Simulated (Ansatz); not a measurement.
## Electronic structure of N₂···H₅NSi (SMILES N#N.[SiH3]N) in real space

```yaml
atoms:
  - { symbol: N, position_ang: [0.4576, -0.5404, -2.6947] }
  - { symbol: N, position_ang: [0.5432, 0.2135, -3.4760] }
  - { symbol: Si, position_ang: [0.2450, 0.5152, 1.1315] }
  - { symbol: N, position_ang: [-0.8576, -0.5779, 0.3931] }
  - { symbol: H, position_ang: [0.9853, 1.2159, 0.0503] }
  - { symbol: H, position_ang: [-0.5401, 1.4882, 1.9344] }
  - { symbol: H, position_ang: [1.2612, -0.0934, 2.0420] }
  - { symbol: H, position_ang: [-1.5646, -1.0267, 0.9526] }
  - { symbol: H, position_ang: [-0.5301, -1.1944, -0.3333] }
```

Geometry: PBE0-D4/def2-TZVP.

Theory: Ansatz, RKS PBE0-D4/def2-TZVPPD.

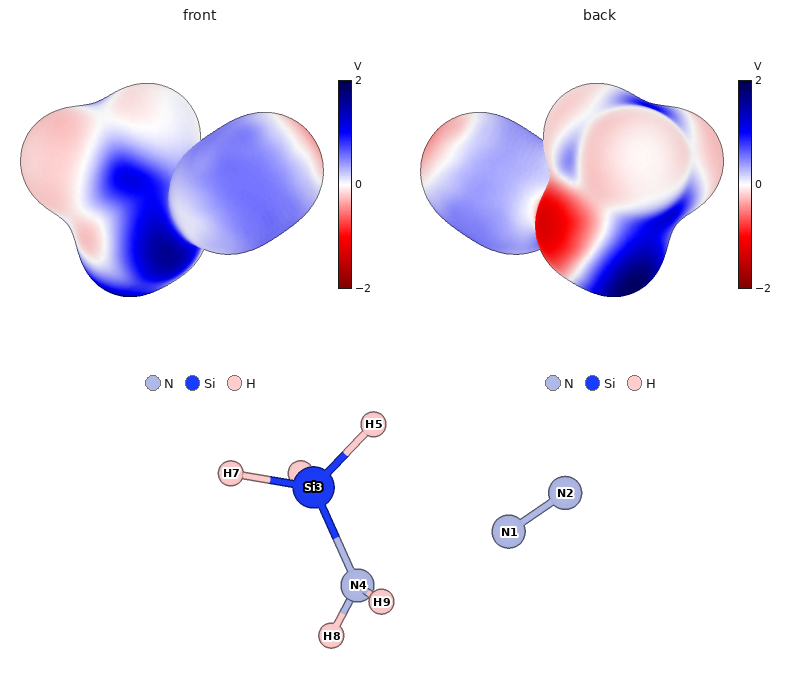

Figure 1. The molecular electrostatic potential painted on the density surface at 0.002 e/bohr³, seen from the front and from behind; red is negative and blue positive. The bare structure is drawn below in the same view.

Question: Where is the surface potential most negative and most positive?

Answer: The most negative region (about −1.2 V) lies over N4, the most positive (about +1.8 V) over H8. N4 is the likeliest acceptor of a hydrogen bond.

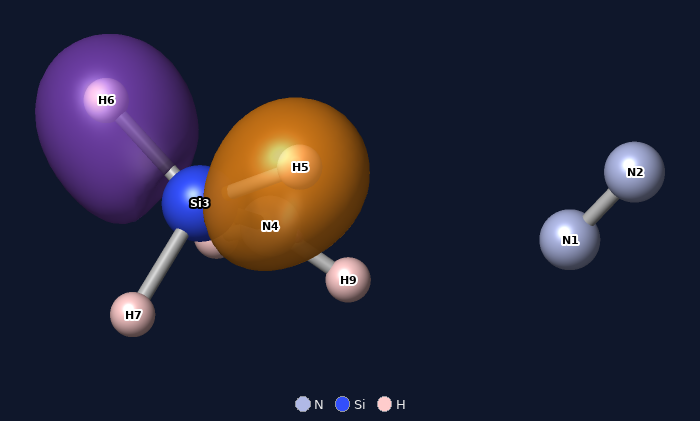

Figure 2. The HOMO−1 at ±0.2 Å⁻³ᐟ² (orange and purple are the two phases), seen from one side.

Question: What is the character of this orbital?

Answer: It lies mainly on Si3 (about 40 %), H6 (about 25 %) and H5 (about 25 %). Its energy is −9.48 eV.

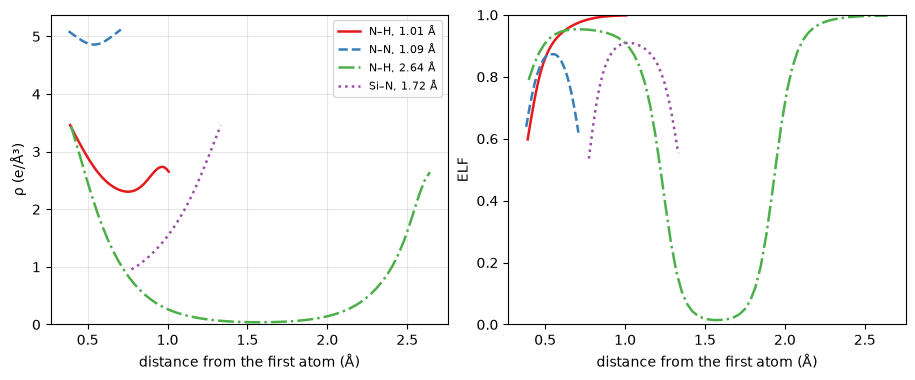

Figure 3. Electron density and ELF along straight lines between neighbouring atoms. The curves leave out the atomic cores.

Question: What can be read from the curves?

Answer: N–H (1.01 Å): ρ at the midpoint is about 2.9 e/Å³; the ELF climbs to about 1 towards the hydrogen, as it does in any bond to H (an ordinary covalent bond to hydrogen).
N–N (1.09 Å): ρ is about 4.9 e/Å³ halfway; the ELF peaks at about 0.85 between the atoms; a multiple bond.
N1···H9 (2.64 Å): the density falls to about 0.04 e/Å³ on the way; the ELF dips to about 0 between them: a weak contact between the two molecules.
Si–N (1.72 Å): ρ at the midpoint is about 1.1 e/Å³; the ELF peaks at about 0.90 between the atoms; a shared but strongly polarised pair.
